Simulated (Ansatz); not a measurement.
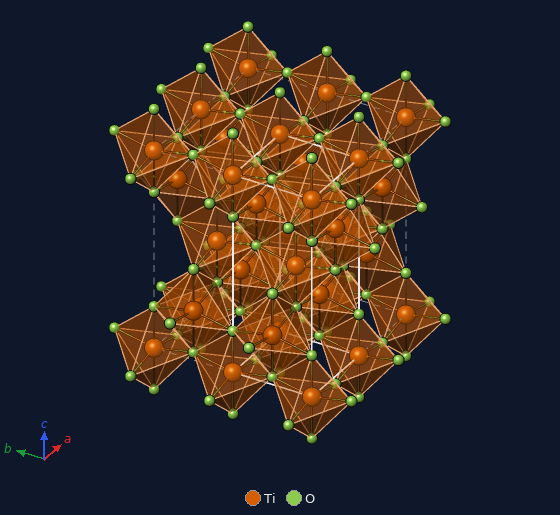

Polyhedra are drawn about Ti (bonds: O–Ti below 2.3 Å); other atoms are plain spheres.

TiO2 (space group I4_1/amd, No. 141): the input geometry of an electronic-structure calculation (not necessarily at equilibrium).

Sharing among the drawn polyhedra:

```tsv
site	polyhedron	corner-sharing neighbours	edge-sharing	face-sharing	bond (Å)
Ti	TiO6 octahedron	4	4	0	1.93–2.00
```

They form a three-dimensional framework of corner- and edge-sharing octahedra.
